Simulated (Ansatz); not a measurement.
# CH7AsOSn: inversion of the pyramid at As1

Aim: the minimum-energy path and barrier of the inversion of the pyramid at As1. The ends are relaxed first, then joined by a nudged elastic band. SMILES of the start: [AsH2]C[O][SnH3].

Program: Ansatz 0.2.0. Level of theory: RKS PBE/def2-SVP. These are calculated values, not measurements.

**1. Starting point**

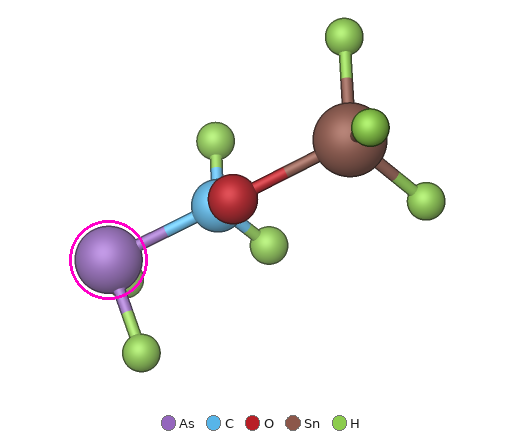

The starting structure, seen from a free direction (arsenic purple, carbon blue, oxygen red, tin brown, hydrogen green). Ringed: As1.

Coordinates:

```xyz
11

As   -0.7234    2.4315    0.2193
C     0.0681    0.6955    0.1890
O    -0.9630   -0.2769    0.1046
Sn    0.0460   -2.0442    0.0996
H     0.5925    3.1852   -0.0884
H    -1.1287    2.4059   -1.3142
H     0.7684    0.6418   -0.6921
H     0.6995    0.6056    1.1197
H     1.0345   -2.1407   -1.2452
H     0.9159   -2.2404    1.5907
H    -1.2445   -3.3202    0.0376
```

**2. Relaxing end A**

Input file input.yaml:

```yaml
crystal:
  periodic: [false, false, false]
  atoms:
    - { symbol: As, position_ang: [-0.7234, 2.4315, 0.2193] }
    - { symbol: C, position_ang: [0.0681, 0.6955, 0.189] }
    - { symbol: O, position_ang: [-0.963, -0.2769, 0.1046] }
    - { symbol: Sn, position_ang: [0.046, -2.0442, 0.0996] }
    - { symbol: H, position_ang: [0.5925, 3.1852, -0.0884] }
    - { symbol: H, position_ang: [-1.1287, 2.4059, -1.3142] }
    - { symbol: H, position_ang: [0.7684, 0.6418, -0.6921] }
    - { symbol: H, position_ang: [0.6995, 0.6056, 1.1197] }
    - { symbol: H, position_ang: [1.0345, -2.1407, -1.2452] }
    - { symbol: H, position_ang: [0.9159, -2.2404, 1.5907] }
    - { symbol: H, position_ang: [-1.2445, -3.3202, 0.0376] }
basis:
  gaussian: { orbitals: def2-SVP }
hamiltonian:
  xc: pbe
relax:
  f_tol: 0.015
  max_steps: 40
output:
  orbitals: {}
```

Launch:

```
ansatz run input.yaml --threads 2 --pin off --max-ram 3072MiB --backend cpu --events-out ev --progress --plain --runs-dir out
```

What it wrote (excerpt; [...] marks lines left out):

```text
Warning: RAYON_NUM_THREADS=2 ignored (pool sized by the plan → 2); use --threads N
[...]
Functional definition: PBE
[...]
1361 factors; their error is unknown
[...]
mean field -69846.19409737 eV, -2566.8002896276 hartree, gradient 2.1e-5 eV, S^2 0.000000; 0 other end points of the search recorded, 0 dependent functions left out
[...]
reference -69846.19414134 eV, -2566.8002912433 hartree; 38, 38 occupied and 83, 83 virtual orbitals, 1361 factors
relax step   1: F+E_penalty+E_count = -69846.19409737 eV  Δ(F+E_penalty+E_count) = +0.000e0 eV  max|allowed force component| = 1.598e0 eV/Å  Δτ_max = 0.0000 Å  (27 SCF iters, accepted)
[...]
relax step   7: F+E_penalty+E_count = -69846.52236733 eV  Δ(F+E_penalty+E_count) = -7.243e-4 eV  max|allowed force component| = 2.831e-2 eV/Å  Δτ_max = 0.0179 Å  (30 SCF iters, accepted)
[...]
relax step   8: F+E_penalty+E_count = -69846.52255258 eV  Δ(F+E_penalty+E_count) = -1.852e-4 eV  max|allowed force component| = 7.545e-3 eV/Å  Δτ_max = 0.0076 Å  (30 SCF iters, accepted)
1361 factors; their error is unknown
mean field -69846.52255258 eV, -2566.8123601339 hartree, gradient 1.1e-5 eV, S^2 0.000000; 1 other end points of the search recorded, 0 dependent functions left out
[...]
reference -69846.52259731 eV, -2566.8123617777 hartree; 38, 38 occupied and 83, 83 virtual orbitals, 1361 factors
Total energy: -69846.52259731 eV, -2566.8123617777 hartree
Atom 0 at    -0.886533     2.435583     0.190675 Å, force    -0.003824     0.004183     0.007545 eV/Å
Atom 1 at     0.225885     0.750749     0.170086 Å, force     0.000688    -0.003700    -0.000133 eV/Å
Atom 2 at    -0.681399    -0.317440     0.097630 Å, force    -0.001600    -0.002379     0.000816 eV/Å
Atom 3 at     0.007753    -2.225481     0.118890 Å, force     0.000342    -0.000401    -0.001136 eV/Å
Atom 4 at     0.325868     3.370936    -0.028419 Å, force     0.003442     0.000829    -0.000131 eV/Å
Atom 5 at    -1.170446     2.396766    -1.324253 Å, force    -0.001117    -0.000601    -0.007382 eV/Å
Atom 6 at     0.942433     0.790105    -0.684945 Å, force    -0.000062     0.002863    -0.002723 eV/Å
Atom 7 at     0.828298     0.767649     1.113027 Å, force     0.001891     0.000481     0.002868 eV/Å
Atom 8 at     1.033131    -2.428770    -1.262396 Å, force    -0.000010    -0.001579     0.000545 eV/Å
Atom 9 at     0.883670    -2.452589     1.596051 Å, force     0.000058     0.000635     0.000361 eV/Å
Atom 10 at    -1.443359    -3.144408     0.034254 Å, force     0.000192    -0.000332    -0.000629 eV/Å
Dipole moment:     0.341315    -0.400057    -0.037025 e Å
```

Wall time 17 s (2 threads of Intel Xeon Platinum 8488C (Sapphire Rapids), shared host); peak memory 0.19 GiB.

Step by step:

```tsv
step	energy from step 1 (eV)	largest force component (eV/Å)
1	0.0000	1.5980
2	-0.1918	1.4660
3	-0.2895	0.4927
4	-0.3046	0.6970
5	-0.3259	0.1769
6	-0.3275	0.0758
7	-0.3283	0.0283
8	-0.3285	0.0075
```

Step 1 is the start.

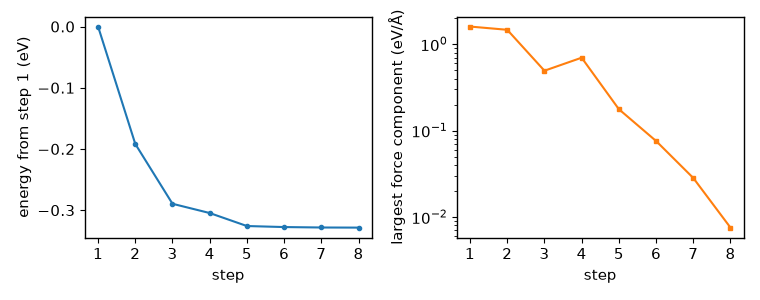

How energy and force went from step to step.

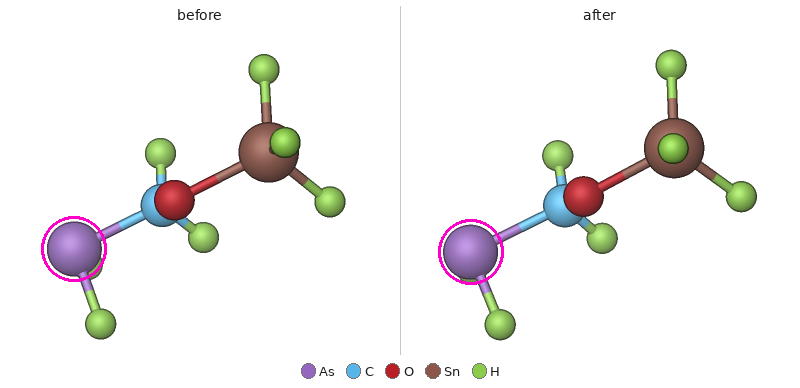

Before and after, at one scale.

After: Bond lengths: As1–C2 2.019 Å, C2–O3 1.403 Å, O3–Sn4 2.029 Å, As1–H5 1.547 Å, As1–H6 1.542 Å, C2–H7 1.116 Å, C2–H8 1.119 Å, Sn4–H9 1.732 Å, Sn4–H10 1.732 Å, Sn4–H11 1.720 Å. Angles (14 of 16 angles, heavy atoms first): As1–C2–O3 106.2°, C2–O3–Sn4 119.7°, As1–C2–H7 109.4°, As1–C2–H8 106.0°, O3–C2–H7 113.7°, O3–C2–H8 113.8°, C2–As1–H5 94.1°, C2–As1–H6 94.0°, O3–Sn4–H9 107.6°, O3–Sn4–H10 107.7°, O3–Sn4–H11 102.4°, H7–C2–H8 107.4°, H5–As1–H6 91.2°, H9–Sn4–H10 111.4°.

**3. End point B**

The second end starts from a geometry with the move made by hand.

Changes to input.yaml since step 2:

```diff
@@ -7,4 +7,4 @@
     - { symbol: Sn, position_ang: [0.046, -2.0442, 0.0996] }
-    - { symbol: H, position_ang: [0.5925, 3.1852, -0.0884] }
-    - { symbol: H, position_ang: [-1.1287, 2.4059, -1.3142] }
+    - { symbol: H, position_ang: [-0.39674, 2.70283, 1.70725] }
+    - { symbol: H, position_ang: [-2.17259, 1.89688, 0.58066] }
     - { symbol: H, position_ang: [0.7684, 0.6418, -0.6921] }
@@ -21,3 +21 @@
   max_steps: 40
-output:
-  orbitals: {}
```

Launch:

```
ansatz run input.yaml --threads 2 --pin off --max-ram 3072MiB --backend cpu --events-out ev --progress --plain --runs-dir out
```

What it wrote (excerpt; [...] marks lines left out):

```text
Warning: RAYON_NUM_THREADS=2 ignored (pool sized by the plan → 2); use --threads N
[...]
[... 1 set-up line as earlier in the session ...]
[...]
1361 factors; their error is unknown
[...]
mean field -69846.08588391 eV, -2566.7963128564 hartree, gradient 5.8e-5 eV, S^2 0.000000; 0 other end points of the search recorded, 0 dependent functions left out
[...]
reference -69846.08592732 eV, -2566.7963144516 hartree; 38, 38 occupied and 83, 83 virtual orbitals, 1361 factors
relax step   1: F+E_penalty+E_count = -69846.08588391 eV  Δ(F+E_penalty+E_count) = +0.000e0 eV  max|allowed force component| = 1.796e0 eV/Å  Δτ_max = 0.0000 Å  (28 SCF iters, accepted)
[...]
relax step   4: F+E_penalty+E_count = -69846.42405435 eV  Δ(F+E_penalty+E_count) = -1.184e-2 eV  max|allowed force component| = 8.526e-1 eV/Å  Δτ_max = 0.1155 Å  (29 SCF iters, accepted)
[...]
relax step   7: F+E_penalty+E_count = -69846.47937852 eV  Δ(F+E_penalty+E_count) = -1.746e-2 eV  max|allowed force component| = 5.132e-1 eV/Å  Δτ_max = 0.1670 Å  (29 SCF iters, accepted)
[...]
relax step  10: F+E_penalty+E_count = -69846.55517702 eV  Δ(F+E_penalty+E_count) = +5.868e-3 eV  max|allowed force component| = 4.969e-1 eV/Å  Δτ_max = 0.1653 Å  (29 SCF iters, rejected (line search))
[...]
relax step  13: F+E_penalty+E_count = -69846.56772477 eV  Δ(F+E_penalty+E_count) = -2.539e-3 eV  max|allowed force component| = 1.904e-2 eV/Å  Δτ_max = 0.0487 Å  (28 SCF iters, accepted)
[...]
relax step  14: F+E_penalty+E_count = -69846.56956199 eV  Δ(F+E_penalty+E_count) = -1.837e-3 eV  max|allowed force component| = 2.031e-2 eV/Å  Δτ_max = 0.0488 Å  (28 SCF iters, accepted)
[...]
relax step  15: F+E_penalty+E_count = -69846.57131121 eV  Δ(F+E_penalty+E_count) = -1.749e-3 eV  max|allowed force component| = 5.588e-2 eV/Å  Δτ_max = 0.0741 Å  (28 SCF iters, accepted)
[...]
1361 factors; their error is unknown
mean field -69846.57110150 eV, -2566.8141442737 hartree, gradient 1.1e-5 eV, S^2 0.000000; 0 other end points of the search recorded, 0 dependent functions left out
[...]
```

**4. The output, continued: end point B relaxed**

Output, continued (excerpt; [...] marks lines left out):

```text
reference -69846.57114556 eV, -2566.8141458929 hartree; 38, 38 occupied and 83, 83 virtual orbitals, 1361 factors
relax step  16: F+E_penalty+E_count = -69846.57110150 eV  Δ(F+E_penalty+E_count) = +2.097e-4 eV  max|allowed force component| = 1.164e-1 eV/Å  Δτ_max = 0.0835 Å  (28 SCF iters, rejected (line search))
[...]
relax step  18: F+E_penalty+E_count = -69846.57238781 eV  Δ(F+E_penalty+E_count) = -1.880e-4 eV  max|allowed force component| = 3.802e-2 eV/Å  Δτ_max = 0.0544 Å  (29 SCF iters, accepted)
[...]
relax step  20: F+E_penalty+E_count = -69846.57317017 eV  Δ(F+E_penalty+E_count) = -9.856e-5 eV  max|allowed force component| = 2.631e-2 eV/Å  Δτ_max = 0.0093 Å  (23 SCF iters, accepted)
[...]
relax step  22: F+E_penalty+E_count = -69846.57327226 eV  Δ(F+E_penalty+E_count) = -1.021e-4 eV  max|allowed force component| = 9.736e-3 eV/Å  Δτ_max = 0.0068 Å  (23 SCF iters, accepted)
[...]
Atom 1 at     0.251229     0.795590     0.269847 Å, force    -0.001944     0.012382    -0.000347 eV/Å
Atom 2 at    -0.638252    -0.269322     0.435475 Å, force    -0.007538    -0.010011     0.003178 eV/Å
Atom 3 at     0.014735    -2.180611     0.197056 Å, force     0.003933     0.010958    -0.000117 eV/Å
Atom 4 at    -1.350529     2.090552     1.859812 Å, force    -0.002236     0.000340     0.001375 eV/Å
Atom 5 at    -1.870494     2.199395    -0.284292 Å, force    -0.000669    -0.002748     0.000589 eV/Å
Atom 6 at     0.687742     0.865381    -0.758614 Å, force     0.002759    -0.000847    -0.005816 eV/Å
Atom 7 at     1.113568     0.780926     0.983599 Å, force     0.003580    -0.000999     0.003229 eV/Å
Atom 8 at     0.587777    -2.347785    -1.429662 Å, force    -0.002715    -0.002715     0.000023 eV/Å
Atom 9 at     1.287324    -2.452374     1.341373 Å, force    -0.002487    -0.001895     0.000930 eV/Å
Atom 10 at    -1.402916    -3.099207     0.520569 Å, force     0.001526    -0.002732    -0.001854 eV/Å
Dipole moment:     0.230879    -0.429288    -0.074981 e Å
```

Wall time 49 s (2 threads of Intel Xeon Platinum 8488C (Sapphire Rapids), shared host); peak memory 0.19 GiB.

Step by step:

```tsv
step	energy from step 1 (eV)	largest force component (eV/Å)
1	0.0000	1.7964
2	-0.2256	1.3959
3	-0.3263	0.6521
4	-0.3382	0.8526
5	-0.3608	0.4099
6	-0.3760	0.2584
7	-0.3935	0.5132
8	-0.4514	0.1817
9	-0.4752	0.0797
10x	-0.4693	0.4969
11	-0.4793	0.0439
12x	-0.4793	0.1480
13	-0.4818	0.0190
14	-0.4837	0.0203
15	-0.4854	0.0559
16x	-0.4852	0.1164
17	-0.4863	0.0463
18	-0.4865	0.0380
19	-0.4872	0.0372
20	-0.4873	0.0263
21x	-0.4870	0.0601
22	-0.4874	0.0097
23	-0.4875	0.0173
24	-0.4875	0.0198
25	-0.4875	0.0124
```

Step 1 is the start. 4 steps were tried and not accepted (10, 12, 16, 21; marked x where the table lists them).

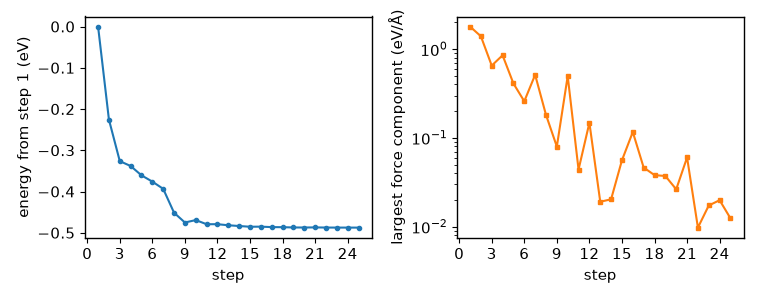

How energy and force went from step to step.

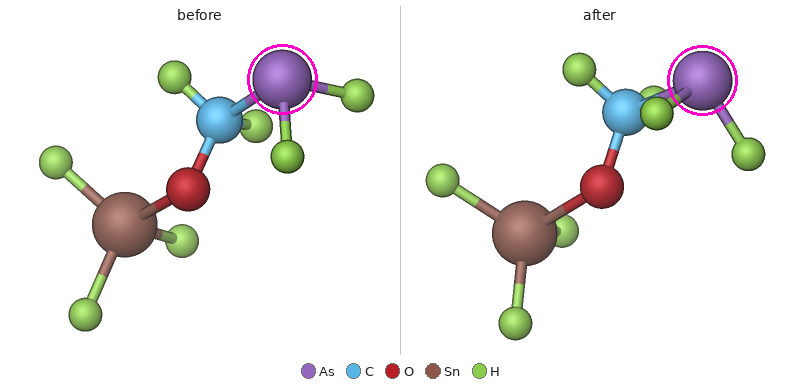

The structure before (left) and after (right), drawn at the same scale.

After: Bond lengths: As1–C2 2.012 Å, C2–O3 1.397 Å, O3–Sn4 2.034 Å, As1–H5 1.540 Å, As1–H6 1.540 Å, C2–H7 1.119 Å, C2–H8 1.120 Å, Sn4–H9 1.733 Å, Sn4–H10 1.733 Å, Sn4–H11 1.720 Å. Angles (14 of 16 angles, heavy atoms first): As1–C2–O3 111.7°, C2–O3–Sn4 119.9°, As1–C2–H7 105.0°, As1–C2–H8 105.0°, O3–C2–H7 113.9°, O3–C2–H8 113.9°, C2–As1–H5 93.3°, C2–As1–H6 93.3°, O3–Sn4–H9 107.9°, O3–Sn4–H10 107.8°, O3–Sn4–H11 102.4°, H7–C2–H8 106.6°, H5–As1–H6 91.7°, H9–Sn4–H10 111.2°.

**5. Nudged elastic band**

crystal.atoms is end A as relaxed above, and neb.final_atoms is end B, turned to lie on A. With 7 inner images the band has 9 in all.

Input file input.yaml:

```yaml
crystal:
  periodic: [false, false, false]
  atoms:
    - { symbol: As, position_ang: [-0.886533, 2.435583, 0.190675] }
    - { symbol: C, position_ang: [0.225885, 0.750749, 0.170086] }
    - { symbol: O, position_ang: [-0.681399, -0.31744, 0.09763] }
    - { symbol: Sn, position_ang: [0.007753, -2.225481, 0.11889] }
    - { symbol: H, position_ang: [0.325868, 3.370936, -0.028419] }
    - { symbol: H, position_ang: [-1.170446, 2.396766, -1.324253] }
    - { symbol: H, position_ang: [0.942433, 0.790105, -0.684945] }
    - { symbol: H, position_ang: [0.828298, 0.767649, 1.113027] }
    - { symbol: H, position_ang: [1.033131, -2.42877, -1.262396] }
    - { symbol: H, position_ang: [0.88367, -2.452589, 1.596051] }
    - { symbol: H, position_ang: [-1.443359, -3.144408, 0.034254] }
basis:
  gaussian: { orbitals: def2-SVP }
hamiltonian:
  xc: pbe
neb:
  order_check: false
  images: 7
  f_tol: 0.05
  max_iterations: 60
  initial_path: idpp
  final_atoms:
    - { symbol: As, position_ang: [-0.12616322, 2.69918419, -0.21112248] }
    - { symbol: C, position_ang: [0.56021843, 0.81624085, -0.03417839] }
    - { symbol: O, position_ang: [-0.48240318, -0.11405336, -0.02236574] }
    - { symbol: Sn, position_ang: [-0.06839417, -2.09679849, 0.16088154] }
    - { symbol: H, position_ang: [-1.22214579, 2.49283627, 0.85055295] }
    - { symbol: H, position_ang: [-1.09714431, 2.33398303, -1.34911353] }
    - { symbol: H, position_ang: [1.27361794, 0.68623187, -0.8870003] }
    - { symbol: H, position_ang: [1.17576927, 0.81888532, 0.90090217] }
    - { symbol: H, position_ang: [0.90898502, -2.56321103, -1.19179174] }
    - { symbol: H, position_ang: [0.7787215, -2.32528547, 1.65520013] }
    - { symbol: H, position_ang: [-1.6357605, -2.80491319, 0.14863539] }
```

Launch:

```
ansatz run input.yaml --threads 2 --pin off --max-ram 3072MiB --backend cpu --events-out ev --progress --plain --runs-dir out
```

What it wrote (excerpt; [...] marks lines left out):

```text
Warning: RAYON_NUM_THREADS=2 ignored (pool sized by the plan → 2); use --threads N
[...]
[... 1 set-up line as earlier in the session ...]
[...]
1361 factors; their error is unknown
[...]
mean field -69846.52255419 eV, -2566.8123601930 hartree, gradient 1.1e-5 eV, S^2 0.000000; 0 other end points of the search recorded, 0 dependent functions left out
[...]
reference -69846.52259891 eV, -2566.8123618365 hartree; 38, 38 occupied and 83, 83 virtual orbitals, 1361 factors
1361 factors; their error is unknown
[...]
mean field -69846.57340903 eV, -2566.8142290741 hartree, gradient 3.7e-5 eV, S^2 0.000000; 0 other end points of the search recorded, 0 dependent functions left out
[...]
reference -69846.57345289 eV, -2566.8142306858 hartree; 38, 38 occupied and 83, 83 virtual orbitals, 1361 factors
NEB end point (image 0): max|allowed force component| = 7.602e-3 eV/Å (the criterion of neb.relax_end_points is 1.000e-2)
[...]
Atom 1 at     0.377263     0.650232    -0.039659 Å, force    -0.010371    -0.026708    -0.013184 eV/Å
Atom 2 at    -0.623927    -0.284585     0.223152 Å, force     0.022254     0.026539    -0.011086 eV/Å
Atom 3 at    -0.135013    -2.261918     0.331284 Å, force    -0.010655    -0.002957     0.004294 eV/Å
Atom 4 at    -0.494168     3.450537     0.714241 Å, force     0.002719    -0.014659    -0.011264 eV/Å
Atom 5 at    -0.681292     2.906789    -1.752632 Å, force     0.000336     0.001719     0.009395 eV/Å
Atom 6 at     0.984277     0.432545    -0.953081 Å, force    -0.005209     0.000237     0.013898 eV/Å
Atom 7 at     1.090766     0.806084     0.805743 Å, force    -0.002003     0.005609     0.003738 eV/Å
Atom 8 at     0.695444    -2.677020    -1.132066 Å, force     0.002529    -0.002965     0.008763 eV/Å
Atom 9 at     0.862749    -2.516880     1.724784 Å, force     0.008519     0.001835    -0.007884 eV/Å
Atom 10 at    -1.678360    -3.004492     0.475080 Å, force    -0.003100    -0.003287    -0.001728 eV/Å
Dipole moment:     0.249691    -0.343231     0.006390 e Å
this run last wrote the band of iteration 12 to <dir>
```

It took 2.5 min on 2 threads of Intel Xeon Platinum 8488C (Sapphire Rapids), shared host; peak memory 0.18 GiB.

[end of part 1 of 2]
